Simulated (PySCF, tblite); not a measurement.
# P15NH12: electronic excitations, NMR shifts

Aim: compute the electronic excitations, NMR shifts of P15NH12.

Programs: tblite 0.8.0 and PySCF 2.14.0, with routines of our own; each step states its level. All values are computed. Atoms count from 0.

### 1 The system as given

28 atoms, charge 0, multiplicity 1; geometry from: force field, distance geometry or constructed start.

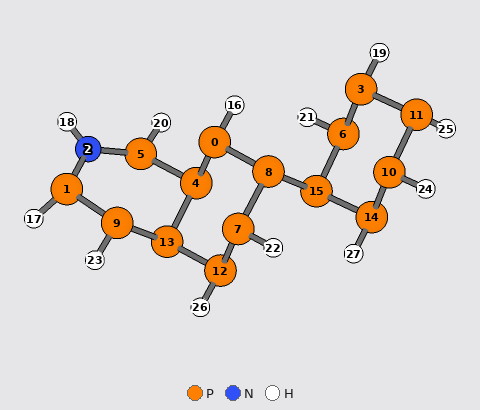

The starting geometry (phosphorus orange, nitrogen blue, hydrogen white).

### 2 Relaxing the molecule with GFN2-xTB

Job settings and geometry (Å):

```
{"job": {"kind": "relax", "xc": "GFN2-xTB", "basis": "xTB"}, "charge": 0, "multiplicity": 1}
P     -1.063000    -0.872600    -0.523700
P     -1.372800    -0.761400    -5.287100
N     -2.851200    -0.293000    -4.326900
P     -1.087800    -0.835000     4.237700
P     -1.182600     0.986800    -1.573600
P     -2.852700     0.879400    -2.920700
P     -1.062500     1.018700     3.176200
P      2.239900    -0.768600    -0.642600
P      0.636800    -0.829100     0.773300
P      0.432500    -0.707600    -4.130200
P      2.224400    -0.848700     4.303000
P      0.542200    -0.853200     5.628300
P      2.142100     1.096600    -1.679800
P      0.440800     1.090100    -2.974200
P      2.248300     1.013800     3.240600
P      0.616900     1.019800     1.862100
H     -2.094600    -0.900300     0.399900
H     -1.052400    -0.338700    -6.553700
H     -3.755600    -0.757200    -4.659900
H     -2.158700    -0.820100     5.112500
H     -3.893400     1.149600    -2.051300
H     -2.105500     1.005600     2.274600
H      3.331200    -0.732900     0.206500
H      1.371200    -0.575800    -5.134400
H      3.268800    -0.831600     5.210900
H      0.529700     0.368300     6.274800
H      3.170900     1.123000    -2.609500
H      3.324400     0.990900     2.375800
```

On the command line:

```
$ OMP_NUM_THREADS=2 python large_run.py task.json out
```

One launch serves the whole session: the jobs run in the order shown.

Log:

```text
step      E/eV     max force
  0   -1273.71473    3.735
  1   -1274.88202    3.201
  2   -1276.77230    1.943
  3   -1277.01803    1.620
  4   -1277.64850    1.541
  5   -1277.95058    1.583
  6   -1278.27956    1.489
  7   -1278.49397    1.302
  8   -1278.61928    0.815
  9   -1278.69082    0.514
 10   -1278.73538    0.449
 11   -1278.78036    0.473
 12   -1278.81112    0.421
 13   -1278.84311    0.346
 14   -1278.87096    0.339
 15   -1278.89632    0.427
 16   -1278.92474    0.492
 17   -1278.95807    0.600
 18   -1278.99027    0.569
 19   -1279.01686    0.462
 20   -1279.03835    0.546
 21   -1279.05780    0.442
 22   -1279.08133    0.397
 23   -1279.11268    0.541
 24   -1279.14941    0.535
 25   -1279.18250    0.484
 26   -1279.20615    0.388
 27   -1279.22418    0.309
 28   -1279.24084    0.443
 29   -1279.26288    0.536
 30   -1279.28982    0.478
 31   -1279.31331    0.284
 32   -1279.32748    0.221
 33   -1279.33600    0.209
 34   -1279.34394    0.209
 35   -1279.35413    0.346
 36   -1279.36662    0.419
 37   -1279.37953    0.402
 38   -1279.38954    0.196
 39   -1279.39370    0.165
 40   -1279.39915    0.199
 41   -1279.40658    0.249
 42   -1279.41672    0.222
 43   -1279.42579    0.198
 44   -1279.43114    0.188
 45   -1279.43468    0.193
 46   -1279.43789    0.148
 47   -1279.44431    0.127
 48   -1279.44971    0.164
 49   -1279.45509    0.200
 50   -1279.45843    0.164
 51   -1279.46098    0.084
 52   -1279.46340    0.094
 53   -1279.46660    0.127
 54   -1279.47063    0.192
 55   -1279.47483    0.179
 56   -1279.47797    0.101
 57   -1279.47988    0.098
 58   -1279.48137    0.100
 59   -1279.48300    0.085
 60   -1279.48467    0.081
 61   -1279.48613    0.073
 62   -1279.48726    0.084
 63   -1279.48812    0.069
 64   -1279.48883    0.056
 65   -1279.48948    0.060
 66   -1279.49010    0.053
 67   -1279.49065    0.040
 68   -1279.49106    0.041
 69   -1279.49141    0.049
 70   -1279.49181    0.056
 71   -1279.49233    0.060
 72   -1279.49289    0.044
 73   -1279.49331    0.042
 74   -1279.49358    0.031
 75   -1279.49378    0.029
 76   -1279.49403    0.036
 77   -1279.49435    0.040
 78   -1279.49471    0.047
 79   -1279.49500    0.037
 80   -1279.49516    0.020
```

Run time: 5.3 s. Hardware: 2 threads of Intel Xeon 6975P-C, shared host; peak memory 0.16 GiB.

The steps of the relaxation:

| step | energy from step 0 (eV) | largest force (eV/Å) |
| --- | --- | --- |
| 0 | 0.0000 | 3.7347 |
| 1 | -1.1673 | 3.2008 |
| 2 | -3.0576 | 1.9425 |
| 3 | -3.3033 | 1.6198 |
| 4 | -3.9338 | 1.5412 |
| 5 | -4.2359 | 1.5827 |
| 6 | -4.5648 | 1.4896 |
| 7 | -4.7792 | 1.3021 |
| 8 | -4.9045 | 0.8154 |
| 14 | -5.1562 | 0.3385 |
| 20 | -5.3236 | 0.5457 |
| 26 | -5.4914 | 0.3878 |
| 32 | -5.6128 | 0.2210 |
| 38 | -5.6748 | 0.1958 |
| 45 | -5.7200 | 0.1932 |
| 51 | -5.7463 | 0.0840 |
| 57 | -5.7652 | 0.0984 |
| 63 | -5.7734 | 0.0683 |
| 69 | -5.7767 | 0.0490 |
| 76 | -5.7793 | 0.0357 |
| 77 | -5.7796 | 0.0405 |
| 78 | -5.7800 | 0.0475 |
| 79 | -5.7803 | 0.0372 |
| 80 | -5.7804 | 0.0198 |

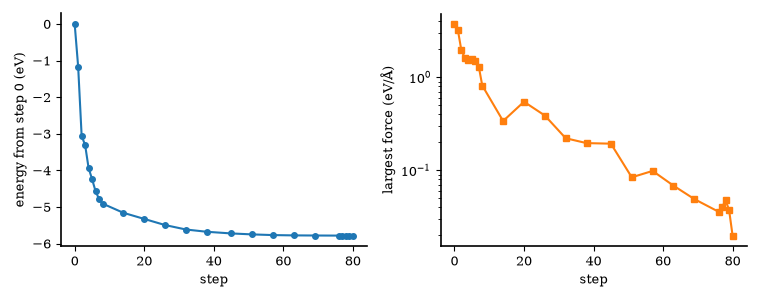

Energy and largest force along the relaxation.

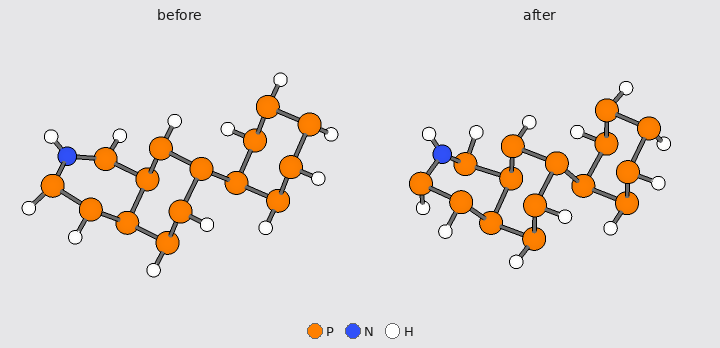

The geometry before (left) and after (right).

Close pairs (by a distance rule), those that changed most:

| bond | before (Å) | after (Å) | change (Å) |
| --- | --- | --- | --- |
| P8–P15 | 2.146 | 2.245 | +0.100 |
| P1–N2 | 1.824 | 1.729 | -0.095 |
| N2–P5 | 1.831 | 1.738 | -0.093 |
| P9–P13 | 2.137 | 2.216 | +0.079 |
| P0–P4 | 2.139 | 2.207 | +0.068 |
| P4–P13 | 2.147 | 2.208 | +0.061 |
| P12–P13 | 2.138 | 2.197 | +0.060 |
| P3–P6 | 2.136 | 2.191 | +0.055 |

The final coordinates are the input of the step that follows.

### 3 Electronic excitations: TDDFT CAM-B3LYP/def2-SVP

Job settings and geometry (Å):

```
{"job": {"kind": "uv", "basis": "def2-SVP", "grid": 1, "kgrid": 0, "vcut": 1.5, "nstates": 6, "ntriplets": 2, "tda": false, "delta": ["ip_vertical"], "pop": true, "xc": "CAM-B3LYP"}, "charge": 0, "multiplicity": 1}
P     -1.130912    -1.026769    -0.664047
P     -1.249549    -0.748507    -4.797374
N     -2.434618    -0.510484    -3.561475
P     -1.180348    -0.910108     3.514087
P     -1.156990     1.092617    -1.278793
P     -2.674638     1.065388    -2.869218
P     -1.122844     1.199721     2.926342
P      2.114560    -1.035402    -0.622345
P      0.470841    -0.982197     0.818568
P      0.493283    -0.905686    -3.473153
P      2.162197    -0.918242     3.473545
P      0.508092    -0.968841     4.909568
P      2.171600     1.069118    -1.224248
P      0.538545     1.167277    -2.691111
P      2.099814     1.196113     2.902063
P      0.476229     1.176648     1.435948
H     -2.126542    -0.807460     0.303887
H     -1.041810     0.614642    -5.119650
H     -3.312213    -0.973895    -3.775183
H     -2.070443    -0.654525     4.562830
H     -3.671277     0.629825    -1.977860
H     -2.123424     1.062221     1.957977
H      3.074979    -0.853427     0.386008
H      1.375329    -0.587553    -4.515993
H      3.083585    -0.678722     4.498953
H      0.517686     0.407664     5.210593
H      3.112990     0.826411    -2.234969
H      3.083237     1.070688     1.913576
```

Level: TDDFT CAM-B3LYP/def2-SVP, vertical, gas phase, core orbitals frozen in the response, virtual orbitals cut by energy.

Log:

```text
start: PBE on a coarse grid of 31527 points
cycle   1  E = -5177.5265534611  dE =  2.006e+00  |g| = 4.220e-01  |ddm| = 6.327e+00
cycle   2  E = -5177.4068581584  dE =  1.197e-01  |g| = 8.249e-01  |ddm| = 1.513e+00
cycle   3  E = -5177.5622403922  dE = -1.554e-01  |g| = 1.605e-01  |ddm| = 1.093e+00
cycle   4  E = -5177.5675458018  dE = -5.305e-03  |g| = 8.769e-02  |ddm| = 4.260e-01
cycle   5  E = -5177.5701349521  dE = -2.589e-03  |g| = 3.523e-02  |ddm| = 2.258e-01
cycle   6  E = -5177.5705438246  dE = -4.089e-04  |g| = 9.076e-03  |ddm| = 7.772e-02
final grid: 122648 points
cycle   7  E = -5180.7067693721  dE = -2.649e-02  |g| = 5.905e-02  |ddm| = 7.553e-01
cycle   8  E = -5180.7080980281  dE = -1.329e-03  |g| = 5.214e-02  |ddm| = 2.030e-01
cycle   9  E = -5180.7088227905  dE = -7.248e-04  |g| = 1.736e-02  |ddm| = 9.625e-02
cycle  10  E = -5180.7089388286  dE = -1.160e-04  |g| = 5.366e-03  |ddm| = 4.434e-02
cycle  11  E = -5180.7089496539  dE = -1.083e-05  |g| = 1.298e-03  |ddm| = 1.338e-02
cycle  12  E = -5180.7089502478  dE = -5.939e-07  |g| = 5.196e-04  |ddm| = 3.937e-03
cycle  13  E = -5180.7089531606  dE = -2.913e-06  |g| = 1.625e-04  |ddm| = 1.438e-03
cycle  14  E = -5180.7089564715  dE = -3.311e-06  |g| = 6.189e-05  |ddm| = 5.970e-04
converged SCF energy = -5180.7089564715
Vertical ionisation energy (delta-SCF) = 7.3187 eV   <S^2> = 0.765

Static polarisability (au): isotropic 341.225, principal 238.712 321.388 463.576

Singlet excitations
state   eV       nm        f      main configurations
  1   3.8793    319.6   0.26619   H->L 0.92
  2   4.3360    285.9   0.00604   H->L+1 0.48, H-1->L 0.33
  3   4.3569    284.6   0.00359   H-1->L 0.46, H->L+1 0.32
  4   4.5645    271.6   0.01377   H-2->L 0.72, H-5->L 0.09
  5   4.6282    267.9   0.00038   H->L+2 0.80
  6   4.7325    262.0   0.00193   H-1->L+1 0.37, H-3->L 0.13, H-4->L 0.13

Triplet excitations (Tamm-Dancoff, eV): 3.1335 3.7991
```

Run time: 1.8 min. Hardware: 2 threads of Intel Xeon 6975P-C, shared host; peak memory 1.6 GiB.

The orbitals next to the gap, with their largest atomic shares:

| orbital | eV | atoms |
| --- | --- | --- |
| HOMO−4 | -8.10 | P12 21 %, P7 20 %, P4 12 % |
| HOMO−3 | -8.05 | P14 20 %, P6 19 %, P3 14 % |
| HOMO−2 | -7.76 | P9 23 %, P8 17 %, P0 11 % |
| HOMO−1 | -7.47 | P5 19 %, N2 18 %, P4 14 % |
| HOMO | -6.95 | P15 19 %, P8 14 %, P9 10 % |
| LUMO | -0.58 | P15 16 %, P8 16 %, P4 8 % |
| LUMO+1 | 0.08 | P1 13 %, P5 9 %, P8 9 % |
| LUMO+2 | 0.33 | P5 15 %, P4 11 %, P8 10 % |
| LUMO+3 | 0.50 | P9 15 %, P13 13 %, P0 9 % |

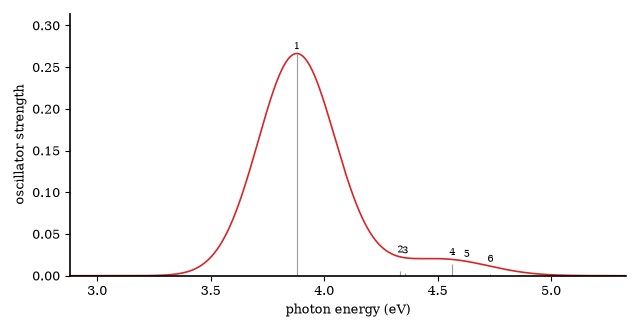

Absorption spectrum from the 6 singlet states computed; above the last one it falls off for lack of states. Lines are broadened to a width of 0.40 eV (Gaussian).

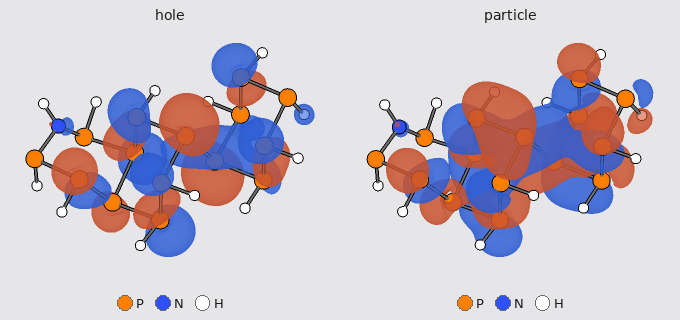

Leading natural transition orbitals of singlet state 1: the electron leaves the hole (left) for the particle orbital (right).

Further results of this job:

| property | computed |
| --- | --- |
| dipole moment (D) | 1.54 |
| polarisability (Å³) | 50.56 |
| HOMO–LUMO gap (eV) | 6.37 |
| −ε(HOMO) (eV) | 6.95 |

The fields below are evaluated on a grid from the run's orbitals.

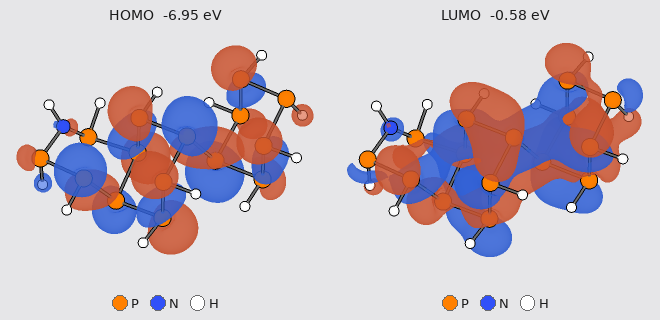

CAM-B3LYP/def2-SVP orbitals near the gap, drawn at the value that encloses 70 % of each; the two colours are the two signs.

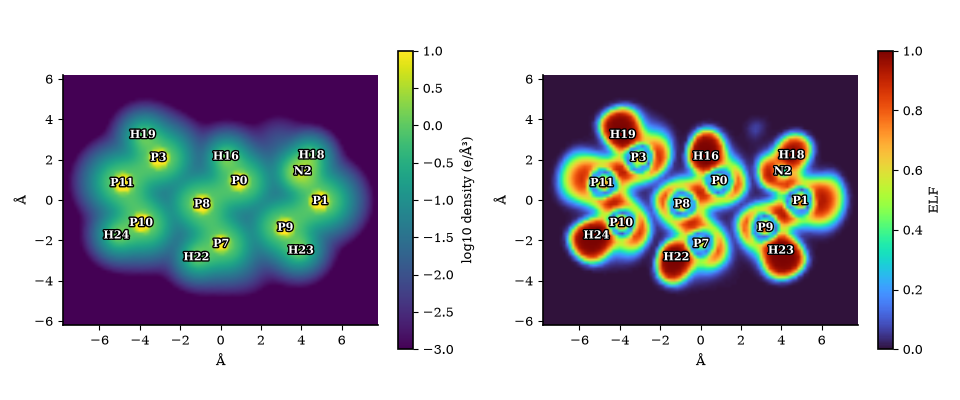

Density (left) and ELF (right) in a plane through or near 15 of the atoms.

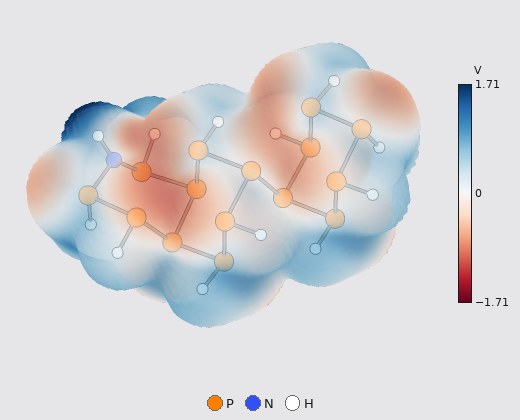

The potential that a unit positive charge feels on the 0.002 e/bohr³ surface, from the 1st to the 99th percentile, from -0.87 V near P7 to 1.71 V near H18.

### 4 NMR shifts: GIAO KT3/pcSseg-1

The job, as its differences from that of step 3:

```diff
@@ -1,2 +1,2 @@
-{"job": {"kind": "uv", "basis": "def2-SVP", "grid": 1, "kgrid": 0, "vcut": 1.5, "nstates": 6, "ntriplets": 2, "tda": false, "delta": ["ip_vertical"], "pop": true, "xc": "CAM-B3LYP"}, "charge": 0, "multiplicity": 1}
+{"job": {"kind": "nmr", "xc": "KT3", "basis": "pcSseg-1", "pop": false}, "charge": 0, "multiplicity": 1}
 P     -1.130912    -1.026769    -0.664047
```

With the program's defaults for keys left out, this is: GIAO KT3/pcSseg-1 NMR shielding, non-relativistic, gas phase.

Log:

```text
start: PBE on a coarse grid of 31527 points
cycle   1  E = -5179.5871776692  dE =  2.110e+00  |g| = 4.838e-01  |ddm| = 6.285e+00
cycle   2  E = -5179.4619603537  dE =  1.252e-01  |g| = 8.600e-01  |ddm| = 1.573e+00
cycle   3  E = -5179.6198972689  dE = -1.579e-01  |g| = 2.259e-01  |ddm| = 1.257e+00
cycle   4  E = -5179.6308780388  dE = -1.098e-02  |g| = 8.857e-02  |ddm| = 4.919e-01
cycle   5  E = -5179.6334185717  dE = -2.541e-03  |g| = 3.366e-02  |ddm| = 2.431e-01
cycle   6  E = -5179.6337449161  dE = -3.263e-04  |g| = 1.260e-02  |ddm| = 8.499e-02
cycle   7  E = -5179.6337982245  dE = -5.331e-05  |g| = 4.831e-03  |ddm| = 3.252e-02
final grid: 234601 points
cycle   8  E = -5221.5704729486  dE = -8.506e-02  |g| = 4.625e-01  |ddm| = 1.142e+00
cycle   9  E = -5221.5725558615  dE = -2.083e-03  |g| = 2.510e-01  |ddm| = 6.973e-01
cycle  10  E = -5221.5722512146  dE =  3.046e-04  |g| = 1.753e-01  |ddm| = 6.250e-01
cycle  11  E = -5221.5817761693  dE = -9.525e-03  |g| = 2.490e-02  |ddm| = 3.566e-01
cycle  12  E = -5221.5819711875  dE = -1.950e-04  |g| = 7.855e-03  |ddm| = 5.801e-02
cycle  13  E = -5221.5819903296  dE = -1.914e-05  |g| = 2.507e-03  |ddm| = 1.688e-02
cycle  14  E = -5221.5819879832  dE =  2.346e-06  |g| = 7.797e-04  |ddm| = 5.042e-03
cycle  15  E = -5221.5819917127  dE = -3.729e-06  |g| = 4.469e-04  |ddm| = 2.288e-03
cycle  16  E = -5221.5819900760  dE =  1.637e-06  |g| = 1.227e-04  |ddm| = 1.090e-03
cycle  17  E = -5221.5819897373  dE =  3.387e-07  |g| = 2.917e-05  |ddm| = 2.724e-04
converged SCF energy = -5221.5819897373

GIAO shielding tensors (ppm)
atom      isotropic    diamagn.    paramagn.     s11        s22        s33       span
  0 P      522.975     964.244    -441.269    414.607    532.450    621.870    207.263
  1 P      311.507     966.715    -655.208    192.741    262.713    479.066    286.325
  2 N      257.148     324.908     -67.760    227.645    251.925    291.875     64.230
  3 P      528.499     966.546    -438.047    474.839    528.049    582.609    107.770
  4 P      418.467     965.104    -546.638    313.070    419.298    523.032    209.963
  5 P      304.903     967.742    -662.839    118.414    337.600    458.695    340.281
  6 P      497.888     968.484    -470.596    422.397    464.873    606.394    183.996
  7 P      535.228     965.308    -430.079    460.113    535.781    609.791    149.678
  8 P      429.561     963.449    -533.888    340.621    430.930    517.132    176.511
  9 P      503.919     967.250    -463.331    468.952    512.925    529.880     60.928
 10 P      528.627     967.044    -438.416    477.826    530.005    578.050    100.224
 11 P      443.852     968.616    -524.764    387.487    401.383    542.687    155.201
 12 P      452.841     965.833    -512.992    355.876    474.933    527.714    171.838
 13 P      414.242     967.642    -553.401    319.055    451.346    472.324    153.269
 14 P      506.299     969.162    -462.863    419.363    466.992    632.541    213.177
 15 P      462.263     964.163    -501.900    360.618    447.460    578.712    218.094
 16 H       28.405      29.229      -0.823     21.981     28.519     34.716     12.734
 17 H       24.992      28.487      -3.495     20.281     26.032     28.663      8.383
 18 H       31.852      29.376       2.476     21.706     29.364     44.486     22.779
 19 H       29.173      29.892      -0.719     22.753     26.324     38.443     15.690
 20 H       25.973      30.555      -4.582     22.357     25.391     30.170      7.813
 21 H       27.830      29.858      -2.028     22.386     26.712     34.391     12.005
 22 H       28.582      29.904      -1.323     22.704     27.917     35.124     12.421
 23 H       30.050      31.487      -1.436     24.649     27.476     38.026     13.377
 24 H       29.196      30.137      -0.941     22.686     26.209     38.694     16.007
 25 H       27.482      30.469      -2.987     23.557     26.369     32.520      8.962
 26 H       28.524      31.052      -2.527     22.911     26.542     36.119     13.208
 27 H       27.651      30.844      -3.193     22.302     26.882     33.769     11.467
```

It took 16 s on 2 threads of Intel Xeon 6975P-C, shared host; peak memory 0.96 GiB.

The references, computed at this level on geometries of the same kind, shield at (ppm): 1H TMS 31.76, 15N NH3 264.4, 31P PH3 612.2. Their shielding less the atom's gives the shift. The references are single molecules in the gas phase, so shifts against H2O, NH3, PH3, H3PO4 or CFCl3 are not on the usual liquid scales and can be off by tens of ppm.

| atoms | environment | σ (ppm) | δ (ppm) |
| --- | --- | --- | --- |
| H17 | hydrogen on a phosphorus bonded to N, P | 24.99 | 6.77 |
| H20 | hydrogen on a phosphorus bonded to N, P | 25.97 | 5.79 |
| H25 | hydrogen on a phosphorus bonded to 2 P | 27.48 | 4.28 |
| H27 | hydrogen on a phosphorus bonded to 2 P | 27.65 | 4.11 |
| H21 | hydrogen on a phosphorus bonded to 2 P | 27.83 | 3.93 |
| H16 | hydrogen on a phosphorus bonded to 2 P | 28.41 | 3.35 |
| H26 | hydrogen on a phosphorus bonded to 2 P | 28.52 | 3.24 |
| H22 | hydrogen on a phosphorus bonded to 2 P | 28.58 | 3.18 |
| H19 | hydrogen on a phosphorus bonded to 2 P | 29.17 | 2.59 |
| H24 | hydrogen on a phosphorus bonded to 2 P | 29.20 | 2.56 |
| H23 | hydrogen on a phosphorus bonded to 2 P | 30.05 | 1.71 |
| H18 | hydrogen on a nitrogen bonded to 2 P | 31.85 | -0.09 |
| P5 | phosphorus bonded to N, P, H | 304.9 | 307.3 |
| P1 | phosphorus bonded to N, P, H | 311.5 | 300.7 |
| P13 | phosphorus bonded to 3 P | 414.2 | 197.9 |
| P4 | phosphorus bonded to 3 P | 418.5 | 193.7 |
| P8 | phosphorus bonded to 3 P | 429.6 | 182.6 |
| P11 | phosphorus bonded to 2 P, H | 443.9 | 168.3 |
| P12 | phosphorus bonded to 2 P, H | 452.8 | 159.3 |
| P15 | phosphorus bonded to 3 P | 462.3 | 149.9 |
| P6 | phosphorus bonded to 2 P, H | 497.9 | 114.3 |
| P9 | phosphorus bonded to 2 P, H | 503.9 | 108.3 |
| P14 | phosphorus bonded to 2 P, H | 506.3 | 105.9 |
| P0 | phosphorus bonded to 2 P, H | 523.0 | 89.2 |
| P3 | phosphorus bonded to 2 P, H | 528.5 | 83.7 |
| P10 | phosphorus bonded to 2 P, H | 528.6 | 83.6 |
| P7 | phosphorus bonded to 2 P, H | 535.2 | 77.0 |
| N2 | nitrogen bonded to 2 P, H | 257.1 | 7.2 |

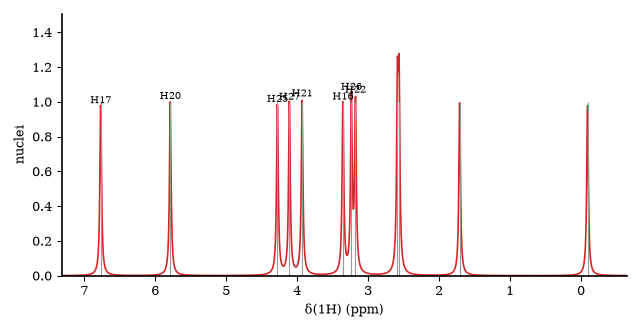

1H lines at the computed shifts, without couplings. Lines are broadened to a width of 0.03 ppm (Lorentzian).

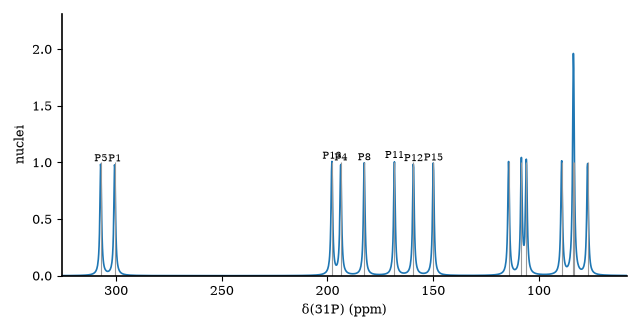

31P lines at the computed shifts, without couplings. Lines are broadened to a width of 0.92 ppm (Lorentzian).

Ring of atoms P0, P4, P7, P8, P12, P13: NICS(0) -2.5, NICS(1) -2.3, NICS(1)zz -0.2 ppm (means of both faces).

Ring of atoms P1, N2, P4, P5, P9, P13: NICS(0) -1.5, NICS(1) -1.3, NICS(1)zz 4.4 ppm (means of both faces).

Ring of atoms P3, P6, P10, P11, P14, P15: NICS(0) -3.1, NICS(1) -3.3, NICS(1)zz 1.1 ppm (means of both faces).

The two faces differ (NICS(1)zz 4.0 and -1.9 ppm).

### 5 What came out

| quantity | value |
| --- | --- |
| lowest singlet (CAM-B3LYP/def2-SVP) | 3.88 eV (320 nm), f = 0.266 |
| lowest triplet | 3.13 eV |
| vertical ionisation energy (ΔSCF) | 7.32 eV |
| surface potential, 1st and 99th percentile | -0.87 V and 1.71 V |
| 1H shifts against TMS (KT3/pcSseg-1) | 6.77, 5.79, 4.28, 4.11, 3.93, 3.35, 3.24, 3.18, 2.59, 2.56, 1.71, -0.09 ppm |
| 31P shifts against PH3 (KT3/pcSseg-1) | 307.3, 300.7, 197.9, 193.7, 182.6, 168.3, 159.3, 149.9, 114.3, 108.3, 105.9, 89.2, 83.7, 83.6 ppm and more |
| 15N shifts against NH3 (KT3/pcSseg-1) | 7.2 ppm |

**Reading.** The lowest singlet, at 3.88 eV, is HOMO→LUMO 0.92 and is bright. The lowest triplet lies 0.75 eV below the lowest singlet (triplets in Tamm-Dancoff, singlets in full TDDFT). ΔSCF puts the ionisation energy at 7.32 eV, 0.37 eV above −ε(HOMO). By nearest atom (CAM-B3LYP/def2-SVP), the HOMO sits on P15 19 %; P8 13 % and the LUMO on P8, P15 about 15 % each; P0, P4 about 7 % each. At KT3/pcSseg-1: Shielding is most anisotropic at P5 (span 340 ppm, paramagnetic term -663 ppm).
